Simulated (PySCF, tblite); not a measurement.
# cyclobutanecarboxylic acid (C₅H₈O₂): dynamics, then NMR shifts on frames, part 2 of 2

tblite 0.8.0 and PySCF 2.14.0. Atoms count from 0. Earlier steps stand in the parts before.

### Step 5. NMR shieldings: 625 fs, PBE0/pcSseg-1

The job: settings as JSON, then the geometry in Å.

```
{"job": {"kind": "nmr", "xc": "PBE0", "basis": "pcSseg-1", "pop": false}, "charge": 0, "multiplicity": 1}
O      0.958900     1.655200     1.558900
C      0.933100     0.912000     0.615000
O      1.988800     0.207200     0.222700
C     -0.264900     0.625800    -0.240500
C     -0.428900    -0.753000    -0.888700
C     -1.683200    -1.076600    -0.067800
C     -1.623900     0.354000     0.514800
H      2.802900     0.474000     0.642400
H     -0.257700     1.484900    -0.907000
H     -0.458900    -0.718900    -1.981100
H      0.435800    -1.437500    -0.730600
H     -1.443000    -1.855300     0.597000
H     -2.555200    -1.298300    -0.641300
H     -2.431700     1.013700     0.100200
H     -1.440400     0.393900     1.588500
```

Level: GIAO PBE0/pcSseg-1 NMR shielding, non-relativistic, gas phase.

Standard output:

```text
coarse grid: 12568 points
cycle   1  E = -345.1238172223  dE =  1.168e+00  |g| = 9.192e-01  |ddm| = 3.473e+00
cycle   2  E = -344.8307421280  dE =  2.931e-01  |g| = 1.568e+00  |ddm| = 1.711e+00
cycle   3  E = -345.2685352056  dE = -4.378e-01  |g| = 2.817e-01  |ddm| = 1.225e+00
cycle   4  E = -345.2828364714  dE = -1.430e-02  |g| = 7.050e-02  |ddm| = 2.239e-01
cycle   5  E = -345.2836161605  dE = -7.797e-04  |g| = 1.835e-02  |ddm| = 4.807e-02
cycle   6  E = -345.2836865492  dE = -7.039e-05  |g| = 5.329e-03  |ddm| = 1.853e-02
cycle   7  E = -345.2836923906  dE = -5.841e-06  |g| = 1.192e-03  |ddm| = 4.606e-03
final grid: 121432 points
cycle   8  E = -345.3473709582  dE = -2.432e-05  |g| = 1.262e-02  |ddm| = 2.926e-02
cycle   9  E = -345.3473205101  dE =  5.045e-05  |g| = 2.058e-02  |ddm| = 2.366e-02
cycle  10  E = -345.3474019694  dE = -8.146e-05  |g| = 2.778e-03  |ddm| = 1.514e-02
cycle  11  E = -345.3474034269  dE = -1.457e-06  |g| = 2.745e-04  |ddm| = 1.881e-03
cycle  12  E = -345.3474034371  dE = -1.023e-08  |g| = 1.274e-04  |ddm| = 2.328e-04
cycle  13  E = -345.3474034403  dE = -3.181e-09  |g| = 2.991e-05  |ddm| = 1.048e-04
cycle  14  E = -345.3474034404  dE = -1.742e-10  |g| = 4.649e-06  |ddm| = 2.501e-05
converged SCF energy = -345.3474034404

GIAO shielding tensors (ppm)
atom      isotropic    diamagn.    paramagn.     s11        s22        s33       span
  0 O      -88.796     401.322    -490.118   -329.062   -229.045    291.719    620.781
  1 C        7.076     248.581    -241.505    -99.565     43.904     76.887    176.452
  2 O      136.914     392.764    -255.850    -12.445    179.467    243.719    256.164
  3 C      149.822     250.553    -100.731    136.594    154.742    158.130     21.535
  4 C      160.294     248.368     -88.073    135.906    155.007    189.971     54.065
  5 C      174.372     250.801     -76.429    166.746    169.292    187.079     20.333
  6 C      153.763     249.157     -95.394    126.860    160.637    173.794     46.934
  7 H       26.155      31.084      -4.929     19.945     23.444     35.077     15.133
  8 H       29.252      30.957      -1.705     25.650     28.939     33.166      7.515
  9 H       28.980      30.292      -1.312     25.851     26.928     34.162      8.312
 10 H       28.475      30.390      -1.915     24.605     27.606     33.214      8.609
 11 H       30.502      30.982      -0.479     26.953     28.607     35.947      8.995
 12 H       30.440      29.798       0.642     27.118     27.463     36.739      9.621
 13 H       27.856      28.769      -0.913     24.273     26.428     32.866      8.592
 14 H       28.570      29.758      -1.188     24.941     27.609     33.159      8.218
```

Run time: 51 s. Hardware: 1 thread of Intel Xeon at 2.50GHz, shared host; peak memory 0.81 GiB.

Key values: δ C1 179.8, C3 37.1, C6 33.2, C4 26.6, H7 5.56, H13 3.86 ppm.

### Step 6. NMR shieldings: 800 fs, PBE0/pcSseg-1

The job: settings as JSON, then the geometry in Å.

```
{"job": {"kind": "nmr", "xc": "PBE0", "basis": "pcSseg-1", "pop": false}, "charge": 0, "multiplicity": 1}
O      0.968000     0.570500     2.264000
C      0.899300     0.349100     1.076300
O      2.001800    -0.058500     0.371700
C     -0.329200     0.661000     0.171900
C     -0.133100     0.042800    -1.230200
C     -1.234800    -0.973300    -0.788400
C     -1.585400    -0.176400     0.564000
H      2.750500    -0.164300     0.993600
H     -0.550800     1.735500     0.042700
H     -0.471800     0.724600    -2.015200
H      0.927900    -0.273100    -1.357000
H     -0.847000    -1.945600    -0.563200
H     -2.101300    -1.083100    -1.414600
H     -2.424500     0.449000     0.545500
H     -1.516200    -0.765500     1.452100
```

Method: GIAO PBE0/pcSseg-1 NMR shielding, non-relativistic, gas phase.

Standard output:

```text
coarse grid: 12568 points
cycle   1  E = -345.1053516382  dE =  1.003e+00  |g| = 9.291e-01  |ddm| = 3.431e+00
cycle   2  E = -344.7617681893  dE =  3.436e-01  |g| = 1.657e+00  |ddm| = 1.679e+00
cycle   3  E = -345.2538334920  dE = -4.921e-01  |g| = 2.958e-01  |ddm| = 1.219e+00
cycle   4  E = -345.2696102912  dE = -1.578e-02  |g| = 8.183e-02  |ddm| = 2.383e-01
cycle   5  E = -345.2706583040  dE = -1.048e-03  |g| = 2.256e-02  |ddm| = 5.478e-02
cycle   6  E = -345.2707678537  dE = -1.095e-04  |g| = 5.984e-03  |ddm| = 2.166e-02
cycle   7  E = -345.2707751093  dE = -7.256e-06  |g| = 1.455e-03  |ddm| = 5.252e-03
final grid: 121432 points
cycle   8  E = -345.3353734893  dE = -2.367e-05  |g| = 1.349e-02  |ddm| = 2.864e-02
cycle   9  E = -345.3353121852  dE =  6.130e-05  |g| = 2.248e-02  |ddm| = 2.476e-02
cycle  10  E = -345.3354080216  dE = -9.584e-05  |g| = 2.997e-03  |ddm| = 1.597e-02
cycle  11  E = -345.3354097090  dE = -1.687e-06  |g| = 4.018e-04  |ddm| = 2.008e-03
cycle  12  E = -345.3354097329  dE = -2.399e-08  |g| = 1.627e-04  |ddm| = 3.351e-04
cycle  13  E = -345.3354097385  dE = -5.562e-09  |g| = 2.728e-05  |ddm| = 1.317e-04
cycle  14  E = -345.3354097386  dE = -1.457e-10  |g| = 4.985e-06  |ddm| = 2.553e-05
converged SCF energy = -345.3354097386

GIAO shielding tensors (ppm)
atom      isotropic    diamagn.    paramagn.     s11        s22        s33       span
  0 O     -128.490     399.996    -528.486   -380.965   -281.636    277.132    658.097
  1 C        0.983     246.555    -245.572   -110.043     43.921     69.071    179.114
  2 O      102.010     391.925    -289.915    -66.773    139.125    233.677    300.450
  3 C      139.626     251.425    -111.799    122.590    140.490    155.797     33.207
  4 C      164.682     249.523     -84.841    145.371    173.765    174.911     29.540
  5 C      160.817     248.519     -87.702    130.574    166.548    185.330     54.756
  6 C      168.518     250.476     -81.958    149.951    168.061    187.541     37.590
  7 H       25.107      29.714      -4.607     19.488     23.394     32.441     12.953
  8 H       27.273      30.778      -3.506     24.357     25.718     31.743      7.387
  9 H       29.679      30.853      -1.174     26.577     27.796     34.664      8.087
 10 H       27.768      29.564      -1.796     22.341     28.236     32.725     10.384
 11 H       29.220      30.103      -0.883     25.762     27.572     34.326      8.564
 12 H       29.265      29.105       0.161     25.005     27.146     35.645     10.640
 13 H       30.585      31.976      -1.391     27.670     28.388     35.698      8.029
 14 H       30.400      31.161      -0.761     27.137     28.617     35.448      8.311
```

It took 52 s on 1 thread of Intel Xeon at 2.50GHz, shared host; peak memory 0.81 GiB.

In short: δ C1 185.9, C3 47.3, C5 26.1, C4 22.2, H7 6.61, H8 4.44 ppm.

### Step 7. NMR shieldings: 1000 fs, PBE0/pcSseg-1

The job: settings as JSON, then the geometry in Å.

```
{"job": {"kind": "nmr", "xc": "PBE0", "basis": "pcSseg-1", "pop": false}, "charge": 0, "multiplicity": 1}
O      0.878200     0.658300     2.508900
C      0.966700     0.413200     1.342800
O      2.002100    -0.363500     0.808500
C      0.037800     0.681800     0.239400
C      0.471600     0.208500    -1.161100
C     -0.840100    -0.568800    -1.241400
C     -1.198400    -0.312100     0.260000
H      2.487500    -0.634500     1.646800
H     -0.360400     1.668400     0.156600
H      0.450900     1.050600    -1.814100
H      1.400300    -0.302600    -1.227400
H     -0.712800    -1.655600    -1.556100
H     -1.684700    -0.202600    -1.843500
H     -2.147300     0.177400     0.452300
H     -1.059000    -1.126500     0.929600
```

Level: GIAO PBE0/pcSseg-1 NMR shielding, non-relativistic, gas phase.

Standard output:

```text
coarse grid: 12568 points
cycle   1  E = -345.1158875976  dE =  1.114e+00  |g| = 9.119e-01  |ddm| = 3.463e+00
cycle   2  E = -344.8409231719  dE =  2.750e-01  |g| = 1.543e+00  |ddm| = 1.636e+00
cycle   3  E = -345.2611965417  dE = -4.203e-01  |g| = 2.503e-01  |ddm| = 1.124e+00
cycle   4  E = -345.2723887759  dE = -1.119e-02  |g| = 8.131e-02  |ddm| = 2.208e-01
cycle   5  E = -345.2734514824  dE = -1.063e-03  |g| = 2.149e-02  |ddm| = 5.673e-02
cycle   6  E = -345.2735494973  dE = -9.801e-05  |g| = 5.585e-03  |ddm| = 2.032e-02
cycle   7  E = -345.2735557751  dE = -6.278e-06  |g| = 1.257e-03  |ddm| = 4.866e-03
final grid: 121432 points
cycle   8  E = -345.3378381974  dE = -2.718e-05  |g| = 1.381e-02  |ddm| = 3.077e-02
cycle   9  E = -345.3377764655  dE =  6.173e-05  |g| = 2.276e-02  |ddm| = 2.483e-02
cycle  10  E = -345.3378746809  dE = -9.822e-05  |g| = 2.759e-03  |ddm| = 1.598e-02
cycle  11  E = -345.3378760858  dE = -1.405e-06  |g| = 4.170e-04  |ddm| = 1.899e-03
cycle  12  E = -345.3378761109  dE = -2.515e-08  |g| = 1.787e-04  |ddm| = 3.757e-04
cycle  13  E = -345.3378761176  dE = -6.636e-09  |g| = 3.187e-05  |ddm| = 1.520e-04
cycle  14  E = -345.3378761178  dE = -2.103e-10  |g| = 6.106e-06  |ddm| = 3.276e-05
converged SCF energy = -345.3378761178

GIAO shielding tensors (ppm)
atom      isotropic    diamagn.    paramagn.     s11        s22        s33       span
  0 O      -84.445     399.977    -484.422   -300.178   -229.287    276.128    576.306
  1 C        6.397     249.840    -243.444    -98.455     42.232     75.413    173.868
  2 O       78.827     391.311    -312.484    -85.463     94.715    227.228    312.691
  3 C      149.731     252.446    -102.716    131.083    153.391    164.718     33.635
  4 C      168.124     247.305     -79.180    153.263    165.364    185.746     32.483
  5 C      163.738     248.652     -84.915    145.024    161.552    184.636     39.612
  6 C      156.854     248.648     -91.794    144.635    145.570    180.356     35.721
  7 H       25.193      28.434      -3.241     20.533     23.250     31.795     11.261
  8 H       28.468      31.869      -3.400     25.966     27.558     31.881      5.916
  9 H       30.081      30.727      -0.647     26.844     27.822     35.576      8.732
 10 H       29.124      30.428      -1.303     24.931     28.909     33.533      8.602
 11 H       28.356      28.042       0.314     24.856     25.636     34.576      9.720
 12 H       28.806      29.383      -0.577     25.039     27.142     34.237      9.198
 13 H       29.431      30.996      -1.565     26.393     27.055     34.846      8.453
 14 H       30.140      31.421      -1.281     27.731     28.853     33.836      6.104
```

Run time: 48 s. Hardware: 1 thread of Intel Xeon at 2.50GHz, shared host; peak memory 0.81 GiB.

This run: δ C1 180.5, C3 37.2, C6 30.1, C5 23.2, H7 6.52, H11 3.36 ppm.

### Step 8. Run by run: NMR shifts

Shifts (ppm) of some atoms, chosen among heavy atoms and hydrogens apart, with basis size and wall time:

```csv
frame,C1,C6,C5,H14,H13,O0,O2,functions,time
250 fs,196.0,33.2,18.1,3.97,2.26,449.7,240.5,159,48 s
425 fs,177.0,28.7,25.2,3.55,2.19,428.9,210.3,159,47 s
625 fs,179.8,33.2,12.6,3.15,3.86,424.9,199.2,159,51 s
800 fs,185.9,18.4,26.1,1.32,1.13,464.6,234.1,159,52 s
1000 fs,180.5,30.1,23.2,1.58,2.29,420.5,257.3,159,48 s
```

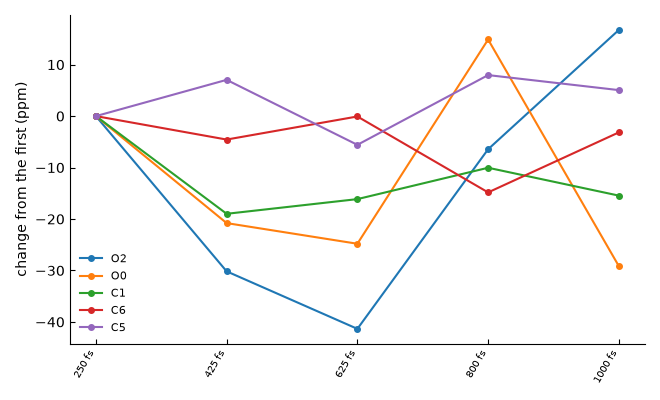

How five of the tabulated atoms move from run to run.

### Step 9. Summary of results

What follows sums up all 2 parts.

| quantity | value |
| --- | --- |
| thermostat | 300 K |
| mean temperature, second half | 301 K |
| mean potential energy above the minimum | 0.53 eV |
| 13C shifts against TMS (PBE0/pcSseg-1, 250 fs) | 196.0, 37.9, 33.2, 27.9, 18.1 ppm |
| 1H shifts against TMS (PBE0/pcSseg-1, 250 fs) | 6.32, 3.97, 3.53, 3.42, 3.00, 2.91, 2.31, 2.26 ppm |
| 17O shifts against H2O (PBE0/pcSseg-1, 250 fs) | 449.7, 240.5 ppm |
| range of the shift of O2 | 199.2 to 257.3 ppm |

**Reading.** In the second half the potential energy averages 0.53 eV above the minimum; equipartition over 39 harmonic modes at 300 K would give 0.50 eV. With 15 atoms the temperature swings widely (141 to 398 K). Shifts at one fixed geometry are not the observed spectrum, which averages over the motion. In the first frame run (250 fs): Shielding is most anisotropic at O0 (span 620 ppm, paramagnetic term -517 ppm). Across the 5 runs the shift of O2 moves most, between 199.2 (625 fs) and 257.3 ppm (1000 fs).
